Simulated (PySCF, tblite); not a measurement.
# C5H12O3SSi: geometry, infrared bands and NMR shifts

What infrared bands and NMR shifts should C5H12O3SSi (`C[C@@H](C(=O)C[SiH3])S(C)(=O)=O`) show?

The runs use tblite 0.8.0 and PySCF 2.14.0, with density-fitted response routines of our own; the level of theory stands in each step. All values are computed, except where a source is named. Atoms count from 0, in the outputs and in this text.

### Step 1. The molecule as given

22 atoms, charge 0, multiplicity 1; geometry from: force field or distance geometry start.

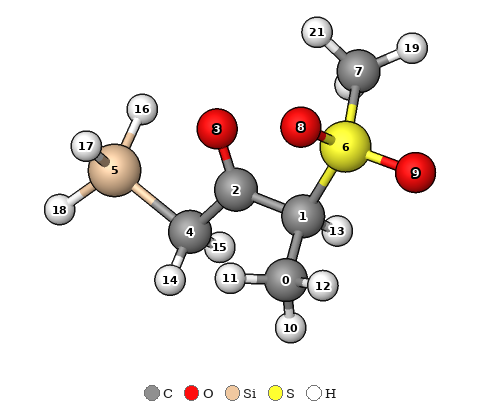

As it starts; carbon grey, oxygen red, silicon light orange, sulfur yellow, hydrogen white, atoms numbered.

### Step 2. Relaxing the molecule with GFN2-xTB

Job settings and geometry (Å):

```
{"job": {"kind": "relax", "xc": "GFN2-xTB", "basis": "xTB"}, "charge": 0, "multiplicity": 1}
C     -0.875600    -1.949500    -0.676900
C     -0.887500    -0.649600     0.064100
C      0.506700    -0.117500     0.087600
O      0.719600     0.985400    -0.421100
C      1.663000    -0.829500     0.681300
Si     3.120700     0.330000     0.391500
S     -1.977500     0.580600    -0.591100
C     -1.848600     2.119800     0.278800
O     -1.639800     0.791600    -2.024200
O     -3.392500     0.071600    -0.521500
H     -0.701500    -2.768300     0.049300
H     -0.035700    -1.985400    -1.402300
H     -1.847900    -2.134200    -1.214100
H     -1.155900    -0.809700     1.132800
H      1.844100    -1.803500     0.189000
H      1.490700    -1.001900     1.769900
H      2.911400     1.580100     1.183400
H      3.119800     0.623500    -1.056500
H      4.358400    -0.353300     0.736200
H     -2.842900     2.564700     0.486500
H     -1.290900     1.980600     1.238900
H     -1.248500     2.794000    -0.382300
```

The run is started by

```
OMP_NUM_THREADS=1 python probes_run.py task.json out
```

The driver reads the jobs from task.json and runs them one after another.

Output:

```text
step      E/eV     max force
  0    -923.53333    5.976
  1    -923.99928    2.468
  2    -924.08136    1.499
  3    -924.11929    0.696
  4    -924.14748    0.472
  5    -924.18114    0.390
  6    -924.19594    0.429
  7    -924.21070    0.336
  8    -924.22231    0.292
  9    -924.23334    0.290
 10    -924.24222    0.300
 11    -924.24928    0.244
 12    -924.25544    0.213
 13    -924.26110    0.192
 14    -924.26569    0.170
 15    -924.27007    0.156
 16    -924.27471    0.154
 17    -924.27903    0.186
 18    -924.28233    0.147
 19    -924.28497    0.119
 20    -924.28757    0.118
 21    -924.29005    0.114
 22    -924.29228    0.122
 23    -924.29456    0.133
 24    -924.29729    0.134
 25    -924.30026    0.128
 26    -924.30277    0.101
 27    -924.30467    0.097
 28    -924.30657    0.118
 29    -924.30923    0.152
 30    -924.31260    0.170
 31    -924.31585    0.141
 32    -924.31869    0.109
 33    -924.32140    0.124
 34    -924.32432    0.148
 35    -924.32750    0.158
 36    -924.33046    0.127
 37    -924.33284    0.121
 38    -924.33467    0.146
 39    -924.33657    0.168
 40    -924.33896    0.113
 41    -924.34305    0.120
 42    -924.34432    0.090
 43    -924.34595    0.066
 44    -924.34676    0.060
 45    -924.34777    0.086
 46    -924.34876    0.095
 47    -924.34971    0.102
 48    -924.35050    0.068
 49    -924.35107    0.054
 50    -924.35158    0.056
 51    -924.35206    0.050
 52    -924.35258    0.052
 53    -924.35310    0.054
 54    -924.35363    0.051
 55    -924.35416    0.050
 56    -924.35470    0.053
 57    -924.35527    0.052
 58    -924.35587    0.064
 59    -924.35647    0.073
 60    -924.35705    0.060
 61    -924.35760    0.053
 62    -924.35812    0.046
 63    -924.35861    0.056
 64    -924.35907    0.067
 65    -924.35951    0.051
 66    -924.35993    0.058
 67    -924.36039    0.057
 68    -924.36106    0.070
 69    -924.36203    0.091
 70    -924.36332    0.086
 71    -924.36467    0.085
 72    -924.36583    0.072
 73    -924.36690    0.099
 74    -924.36805    0.173
 75    -924.36990    0.146
 76    -924.37313    0.163
 77    -924.37454    0.106
 78    -924.37601    0.111
 79    -924.37804    0.094
 80    -924.38107    0.121
 81    -924.38553    0.161
 82    -924.38564    0.288
 83    -924.39145    0.159
 84    -924.39400    0.127
 85    -924.39862    0.154
 86    -924.40157    0.156
 87    -924.40532    0.148
 88    -924.40813    0.101
 89    -924.41060    0.170
 90    -924.41309    0.133
 91    -924.41504    0.111
 92    -924.41650    0.084
 93    -924.41781    0.088
 94    -924.41838    0.212
 95    -924.42046    0.104
 96    -924.42153    0.055
 97    -924.42310    0.076
 98    -924.42435    0.086
 99    -924.42657    0.159
100    -924.42936    0.206
101    -924.43409    0.171
102    -924.43883    0.155
103    -924.43397    0.491
104    -924.44483    0.150
105    -924.44818    0.185
106    -924.45343    0.732
107    -924.46309    0.231
108    -924.47287    0.202
109    -924.48666    0.356
110    -924.49761    0.155
111    -924.50364    0.350
112    -924.50746    0.231
113    -924.51311    0.163
114    -924.52051    0.198
115    -924.52387    0.184
116    -924.52482    0.376
117    -924.53165    0.154
118    -924.53532    0.114
119    -924.53981    0.205
120    -924.54345    0.169
121    -924.54711    0.201
122    -924.54932    0.204
123    -924.55134    0.125
124    -924.55362    0.112
125    -924.55532    0.107
126    -924.55714    0.108
127    -924.55853    0.123
128    -924.56031    0.093
129    -924.56218    0.075
130    -924.56312    0.073
131    -924.56404    0.072
132    -924.56489    0.072
133    -924.56563    0.072
134    -924.56628    0.062
135    -924.56693    0.072
136    -924.56761    0.066
137    -924.56811    0.067
138    -924.56854    0.038
139    -924.56890    0.038
140    -924.56934    0.051
141    -924.56994    0.072
142    -924.57068    0.062
143    -924.57141    0.049
144    -924.57205    0.049
145    -924.57267    0.068
146    -924.57341    0.085
147    -924.57434    0.071
148    -924.57536    0.074
149    -924.57628    0.103
150    -924.57714    0.113
151    -924.57807    0.110
152    -924.57915    0.091
153    -924.58024    0.073
154    -924.58104    0.062
155    -924.58148    0.048
156    -924.58197    0.046
157    -924.58252    0.038
158    -924.58292    0.042
159    -924.58322    0.042
160    -924.58344    0.035
161    -924.58362    0.036
162    -924.58379    0.030
163    -924.58399    0.033
164    -924.58422    0.027
165    -924.58442    0.028
166    -924.58458    0.033
167    -924.58475    0.036
168    -924.58498    0.038
169    -924.58527    0.048
170    -924.58554    0.045
171    -924.58575    0.027
172    -924.58593    0.026
173    -924.58617    0.032
174    -924.58649    0.048
175    -924.58683    0.047
176    -924.58708    0.031
177    -924.58724    0.025
178    -924.58736    0.024
179    -924.58749    0.024
180    -924.58764    0.023
181    -924.58777    0.021
182    -924.58792    0.025
183    -924.58809    0.031
184    -924.58824    0.028
185    -924.58834    0.019
186    -924.58841    0.020
187    -924.58848    0.020
188    -924.58856    0.020
189    -924.58865    0.020
190    -924.58875    0.018
191    -924.58884    0.017
192    -924.58893    0.017
193    -924.58902    0.016
194    -924.58911    0.018
195    -924.58918    0.020
196    -924.58926    0.017
197    -924.58935    0.019
198    -924.58946    0.020
199    -924.58957    0.020
200    -924.58966    0.018
201    -924.58975    0.020
202    -924.58985    0.024
203    -924.58998    0.027
204    -924.59015    0.031
205    -924.59033    0.033
206    -924.59051    0.028
207    -924.59066    0.024
208    -924.59077    0.020
209    -924.59084    0.016
210    -924.59089    0.019
211    -924.59094    0.012
212    -924.59098    0.014
213    -924.59103    0.014
214    -924.59107    0.013
215    -924.59109    0.009
```

It took 1.9 s on 1 thread of Intel Xeon 6975P-C, shared host; peak memory 0.18 GiB.

The steps of the relaxation: (not every step is listed)

```tsv
step	energy from step 0 (eV)	largest force (eV/Å)
0	0.0000	5.9759
1	-0.4660	2.4677
2	-0.5480	1.4987
3	-0.5860	0.6961
4	-0.6141	0.4722
5	-0.6478	0.3902
6	-0.6626	0.4288
7	-0.6774	0.3363
8	-0.6890	0.2924
28	-0.7732	0.1181
48	-0.8172	0.0680
68	-0.8277	0.0701
88	-0.8748	0.1008
108	-0.9395	0.2024
128	-1.0270	0.0929
148	-1.0420	0.0738
168	-1.0516	0.0381
188	-1.0552	0.0197
208	-1.0574	0.0204
210	-1.0576	0.0193
211	-1.0576	0.0124
212	-1.0576	0.0145
213	-1.0577	0.0144
214	-1.0577	0.0132
215	-1.0578	0.0094
```

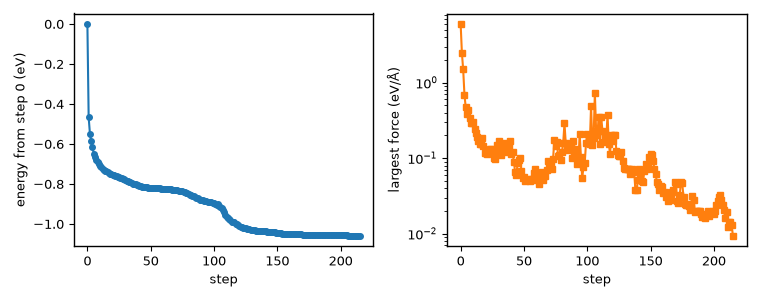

Energy and largest force along the relaxation.

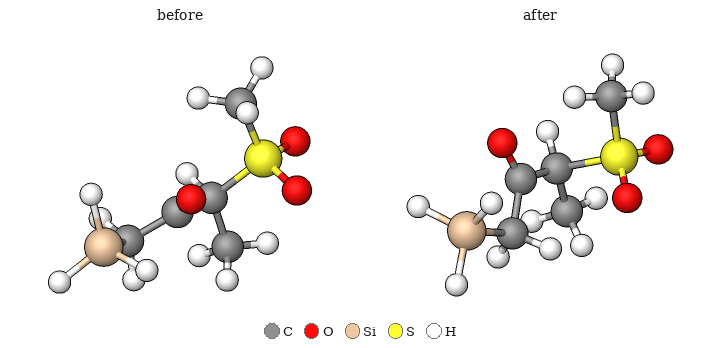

The geometry before (left) and after (right).

Close pairs (by a distance rule), those that changed most:

```tsv
bond	before (Å)	after (Å)	change (Å)
C1–S6	1.769	1.855	+0.086
S6–O9	1.505	1.437	-0.069
S6–O8	1.487	1.437	-0.051
S6–C7	1.773	1.811	+0.038
C0–H12	1.126	1.088	-0.038
C7–H20	1.119	1.082	-0.037
C7–H21	1.119	1.083	-0.036
Si5–H16	1.495	1.461	-0.034
```

The next job starts from the end point, and lists it.

### Step 3. Vibrational analysis with GFN2-xTB

Job settings and geometry (Å):

```
{"job": {"kind": "ir", "xc": "GFN2-xTB", "basis": "xTB"}, "charge": 0, "multiplicity": 1}
C     -1.037403    -2.055682     0.122682
C     -0.898529    -0.610746     0.544310
C      0.475970    -0.025211     0.651616
O      0.643747     0.999253     1.286088
C      1.585064    -0.636011    -0.116956
Si     3.142590     0.411058     0.230880
S     -1.647592     0.400921    -0.818634
C     -1.838263     2.072420    -0.147843
O     -0.716121     0.430781    -1.912284
O     -2.954991    -0.132312    -1.084651
H     -0.602435    -2.725941     0.862358
H     -0.553769    -2.213520    -0.838237
H     -2.093511    -2.290326     0.008031
H     -1.496813    -0.369460     1.423009
H      1.298456    -0.595484    -1.170107
H      1.699381    -1.689535     0.135344
H      3.413995     0.386607     1.665899
H      2.950159     1.766773    -0.269702
H      4.249313    -0.239809    -0.479192
H     -2.040124     2.731944    -0.982354
H     -2.672662     2.053704     0.540519
H     -0.916874     2.349963     0.348376
```

Output:

```text
mode    cm-1     km/mol
  1      37.3      0.61
  2      51.1      8.14
  3      86.8      4.44
  4     122.3      3.16
  5     123.0      3.51
  6     150.0      0.88
  7     180.1     11.54
  8     185.2      6.28
  9     200.6      5.65
 10     232.3      3.03
 11     251.0      3.86
 12     251.7      5.99
 13     306.6      3.03
 14     411.8     41.37
 15     442.7     57.13
 16     474.1     27.05
 17     506.3     42.06
 18     518.9     35.73
 19     538.1     90.35
 20     587.2     13.03
 21     633.5     25.79
 22     709.4    116.16
 23     758.5    138.34
 24     764.6     13.60
 25     779.9     90.57
 26     794.2    317.51
 27     799.9    300.91
 28     852.2    131.80
 29     864.4     23.83
 30     870.6     27.31
 31     982.9      8.30
 32    1000.8     41.49
 33    1052.6      6.99
 34    1105.1     16.20
 35    1114.2    298.52
 36    1138.2     14.19
 37    1149.6     20.31
 38    1254.2    365.29
 39    1263.6    229.35
 40    1270.3     96.37
 41    1298.8    105.20
 42    1400.6     19.12
 43    1411.2     15.03
 44    1413.6      8.58
 45    1422.4      9.62
 46    1470.7      9.85
 47    1490.5     13.16
 48    1700.4    245.44
 49    2242.1    346.92
 50    2295.5    228.91
 51    2317.5    267.92
 52    2966.1      2.89
 53    2976.9     12.73
 54    2994.2     10.44
 55    3018.7     19.67
 56    3041.0      9.04
 57    3049.6      8.33
 58    3063.1      1.00
 59    3080.2      0.83
 60    3088.2      1.12
```

Run time: 1 s. Hardware: 1 thread of Intel Xeon 6975P-C, shared host; peak memory 0.18 GiB.

Which atoms move in the most intense modes:

```tsv
cm⁻¹	km/mol	atoms
794	317.5	H18 29 %, H17 21 %, Si5 16 %, C4 12 %
800	300.9	H18 42 %, H16 33 %
1114	298.5	O8 28 %, O9 24 %, S6 19 %
1254	365.3	S6 42 %, O9 27 %, O8 25 %
1264	229.3	H13 23 %, C4 21 %, C2 19 %
1700	245.4	C2 62 %, O3 37 %
2242	346.9	H18 96 %
2318	267.9	H17 96 %
```

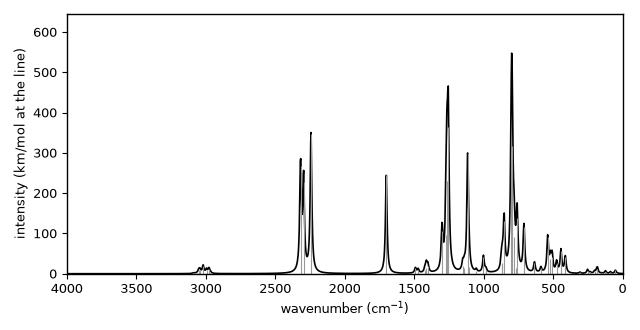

The infrared spectrum from these modes, unscaled. Lines are broadened to a width of 14 cm⁻¹ (Lorentzian).

### Step 4. Shielding tensors: PBE0/pcSseg-1

Settings changed since step 3:

```diff
@@ -1,2 +1,2 @@
-{"job": {"kind": "ir", "xc": "GFN2-xTB", "basis": "xTB"}, "charge": 0, "multiplicity": 1}
+{"job": {"kind": "nmr", "xc": "PBE0", "basis": "pcSseg-1"}, "charge": 0, "multiplicity": 1}
 C     -1.037403    -2.055682     0.122682
```

Level: GIAO PBE0/pcSseg-1 NMR shielding, non-relativistic, gas phase.

Output:

```text
coarse grid: 19376 points
cycle   1  E = -1109.7947387728  dE =  1.997e+00  |g| = 1.363e+00  |ddm| = 4.371e+00
cycle   2  E = -1108.7602967620  dE =  1.034e+00  |g| = 2.728e+00  |ddm| = 3.650e+00
cycle   3  E = -1110.1256567628  dE = -1.365e+00  |g| = 2.529e-01  |ddm| = 2.770e+00
cycle   4  E = -1110.1380439006  dE = -1.239e-02  |g| = 1.213e-01  |ddm| = 3.127e-01
cycle   5  E = -1110.1406210561  dE = -2.577e-03  |g| = 5.253e-02  |ddm| = 1.337e-01
cycle   6  E = -1110.1411544455  dE = -5.334e-04  |g| = 7.961e-03  |ddm| = 4.874e-02
cycle   7  E = -1110.1411657241  dE = -1.128e-05  |g| = 2.409e-03  |ddm| = 8.864e-03
cycle   8  E = -1110.1411670291  dE = -1.305e-06  |g| = 5.297e-04  |ddm| = 2.908e-03
final grid: 177800 points
cycle   9  E = -1110.2333733726  dE = -4.457e-05  |g| = 1.477e-02  |ddm| = 4.288e-02
cycle  10  E = -1110.2332803622  dE =  9.301e-05  |g| = 2.640e-02  |ddm| = 3.259e-02
cycle  11  E = -1110.2334150984  dE = -1.347e-04  |g| = 3.373e-03  |ddm| = 2.280e-02
cycle  12  E = -1110.2334173297  dE = -2.231e-06  |g| = 4.931e-04  |ddm| = 2.997e-03
cycle  13  E = -1110.2334173642  dE = -3.454e-08  |g| = 2.853e-04  |ddm| = 6.479e-04
cycle  14  E = -1110.2334173786  dE = -1.440e-08  |g| = 4.688e-05  |ddm| = 2.680e-04
cycle  15  E = -1110.2334173791  dE = -4.825e-10  |g| = 9.673e-06  |ddm| = 6.153e-05
converged SCF energy = -1110.2334173791

GIAO shielding tensors (ppm)
atom      isotropic    diamagn.    paramagn.     s11        s22        s33       span
  0 C      176.941     248.992     -72.051    169.088    177.361    184.373     15.285
  1 C      110.577     262.286    -151.709     89.750    107.558    134.424     44.674
  2 C      -33.000     258.421    -291.421   -119.693    -81.357    102.050    221.744
  3 O     -347.778     404.369    -752.147   -931.469   -424.507    312.642   1244.111
  4 C      159.774     259.325     -99.551    133.430    152.563    193.327     59.897
  5 Si     430.506     879.499    -448.992    408.173    425.599    457.748     49.575
  6 S      195.452    1054.159    -858.706     54.620    197.585    334.152    279.532
  7 C      145.084     256.690    -111.607    109.023    136.145    190.083     81.060
  8 O      126.018     405.806    -279.788     60.481    107.400    210.175    149.694
  9 O      116.332     397.994    -281.662     50.719     76.721    221.555    170.836
 10 H       30.269      30.726      -0.457     26.206     27.449     37.152     10.946
 11 H       29.874      31.962      -2.088     26.874     28.734     34.013      7.138
 12 H       29.629      30.094      -0.465     24.145     28.571     36.172     12.026
 13 H       28.192      36.076      -7.885     25.490     28.612     30.474      4.984
 14 H       28.623      34.005      -5.383     24.463     28.569     32.836      8.373
 15 H       29.572      33.023      -3.451     24.195     31.514     33.007      8.812
 16 H       27.790      28.917      -1.128     24.480     25.889     32.999      8.518
 17 H       27.751      29.249      -1.497     24.258     26.535     32.460      8.203
 18 H       28.019      27.976       0.043     24.580     25.850     33.628      9.048
 19 H       29.100      28.151       0.948     26.100     26.900     34.300      8.201
 20 H       29.559      30.106      -0.547     26.057     27.337     35.282      9.225
 21 H       27.758      33.761      -6.003     21.936     29.454     31.884      9.948
```

It took 51 s on 1 thread of Intel Xeon 6975P-C, shared host; peak memory 1.1 GiB.

The references, computed at this level on geometries of the same kind, shield at (ppm): 1H TMS 31.72, 13C TMS 186.9, 29Si TMS 349.2, 17O H2O 336.1, 33S CS2 504. Their shielding less the atom's gives the shift. The references are single molecules in the gas phase, so shifts against H2O, NH3, PH3, H3PO4 or CFCl3 are not on the usual liquid scales and can be off by tens of ppm. Atoms listed in one row are averaged.

```tsv
atoms	environment	σ (ppm)	δ (ppm)	δ scaled to CDCl3
C2	ketone carbonyl carbon	-33.0	219.9	212.7
C1	sp3 CH bonded to S, α to a carbonyl	110.6	76.3	68.2
C7	methyl carbon bonded to S	145.1	41.8	34.5
C4	sp3 CH2 bonded to Si, α to a carbonyl	159.8	27.2	24.6
C0	methyl carbon	176.9	10.0	7.8
H16, H17, H18	hydrogen on a silicon bonded to C	27.85	3.86	–
H13	hydrogen on an sp3 CH bonded to S, α to a carbonyl	28.19	3.53	3.43
H14	hydrogen on an sp3 CH2 bonded to Si, α to a carbonyl	28.62	3.09	3.02
H19, H20, H21	hydrogen on a methyl carbon bonded to S	28.81	2.91	2.85
H15	hydrogen on an sp3 CH2 bonded to Si, α to a carbonyl	29.57	2.15	2.13
H10, H11, H12	hydrogen on a methyl carbon	29.92	1.79	1.80
O3	ketone oxygen	-347.8	683.9	–
O9	S=O oxygen	116.3	219.7	–
O8	S=O oxygen	126.0	210.1	–
Si5	silicon bonded to C, 3 H	430.5	-81.3	–
S6	sulfone sulfur	195	308	–
```

The scaled column applies a straight-line fit of computed shieldings to shifts measured in CDCl3, with any fitted terms for Cl, Br or S neighbours (root-mean-square error 0.16 ppm for H, 1.9 ppm for C).

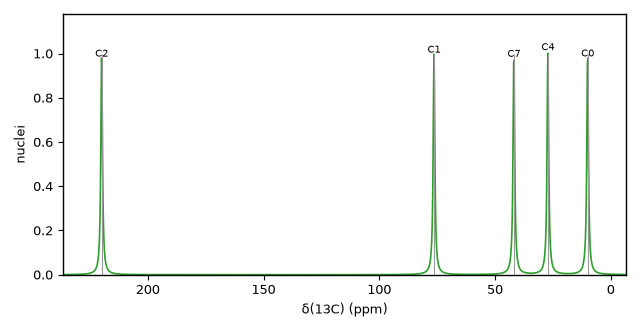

13C lines at the computed shifts, without couplings. Lines are broadened to a width of 0.84 ppm (Lorentzian).

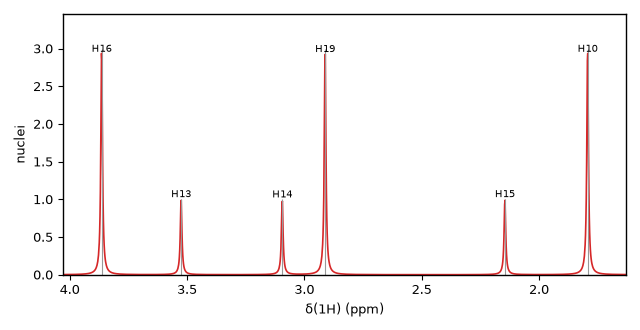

1H lines at the computed shifts, without couplings. Lines are broadened to a width of 0.01 ppm (Lorentzian).

The run also stored atomic charges by several schemes (e):

```tsv
atoms	Mulliken	IAO	Hirshfeld	ESP fit
C0	-0.19	-0.43	-0.12	-0.34
C1	-0.45	-0.33	-0.04	-0.19
C2	0.24	0.38	0.16	0.61
O3	-0.38	-0.42	-0.19	-0.52
C4	-0.53	-0.60	-0.17	-0.41
Si5	0.54	0.62	0.30	0.38
S6	0.92	1.98	0.53	1.10
C7	-0.34	-0.63	-0.12	-0.72
O8	-0.54	-0.90	-0.30	-0.55
O9	-0.53	-0.89	-0.31	-0.54
```

ESP fit charges:

C0 -0.34; C1 -0.19; C2 0.61; O3 -0.52; C4 -0.41; Si5 0.38; S6 1.10; C7 -0.72; O8 -0.55; O9 -0.54; H10 0.12; H11 0.10; H12 0.13; H13 0.11; H14 0.16; H15 0.12; H16 -0.08; H17 -0.08; H18 -0.12; H19 0.26; H20 0.21; H21 0.24

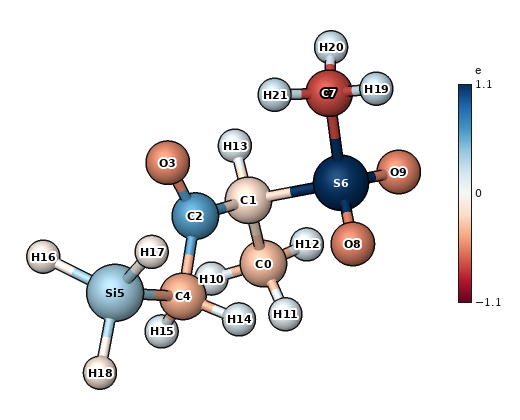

ESP fit charges, as colours on the atoms.

Mayer bond orders: C0–C1 1.02, C1–C2 0.92, C2–O3 1.91, C2–C4 0.99, C4–Si5 0.87, C1–S6 0.80, S6–C7 0.89, S6–O8 1.68, S6–O9 1.73.

The fields below are evaluated on a grid from the run's orbitals.

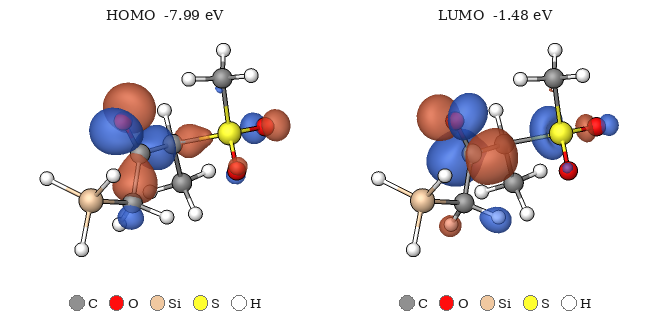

Frontier orbitals at PBE0/pcSseg-1; each surface holds 70 % of the orbital's density, blue and red mark the sign.

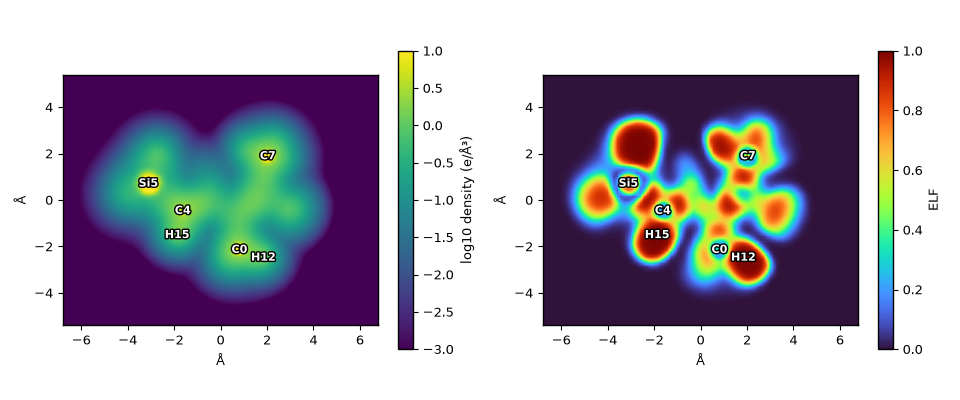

Density (left) and ELF (right) in a plane through or near 6 of the atoms.

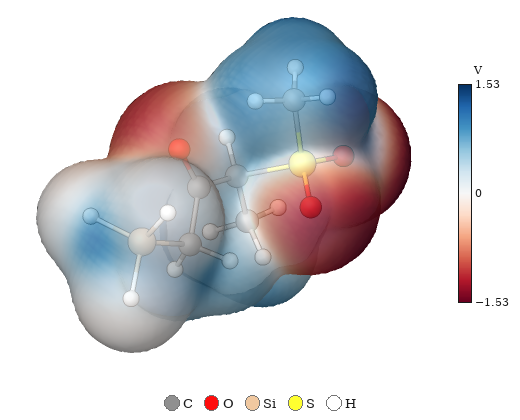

The potential that a unit positive charge feels on the 0.002 e/bohr³ surface, from -1.53 V near O9 to 1.40 V near H13.

### Step 5. Summary of results

```
                                                              quantity                                   value
                             strongest single infrared mode (GFN2-xTB)                   1254 cm⁻¹, 365 km/mol
                                          zero-point energy (GFN2-xTB)                          100.9 kcal/mol
                                13C shifts against TMS (PBE0/pcSseg-1)       219.9, 76.3, 41.8, 27.2, 10.0 ppm
1H shifts against TMS (PBE0/pcSseg-1, means over atoms taken as alike)  3.86, 3.53, 3.09, 2.91, 2.15, 1.79 ppm
                                17O shifts against H2O (PBE0/pcSseg-1)                 683.9, 219.7, 210.1 ppm
                               29Si shifts against TMS (PBE0/pcSseg-1)                               -81.3 ppm
                                33S shifts against CS2 (PBE0/pcSseg-1)                                 308 ppm
                                 surface potential, least and greatest                      -1.53 V and 1.40 V
```

Over 215 steps the energy fell by 1.058 eV; of the close pairs, C1–S6 changed most, 1.769 to 1.855 Å. No mode is imaginary among the 60: a minimum at this level. The strongest single mode, at 1254 cm⁻¹, has its largest shares on S6, O9 and O8 (the list is cut at 3 atoms). GFN2-xTB is a fitted tight-binding method: band positions and strengths are rough. Its intensities can rank the bands wrongly. C2 (ketone carbonyl carbon) lies farthest downfield among carbon, at 219.9 ppm; low-lying n→π* states of the double bond to the heteroatom give a large paramagnetic term (-291 ppm). At PBE0/pcSseg-1: The largest span, 1244 ppm, is at O3, where the paramagnetic term is -752 ppm. At PBE0/pcSseg-1, counted by nearest atom on the grid, the HOMO lies on O3 50 %; C1 12 %, the LUMO on C2 41 %; O3 27 %.
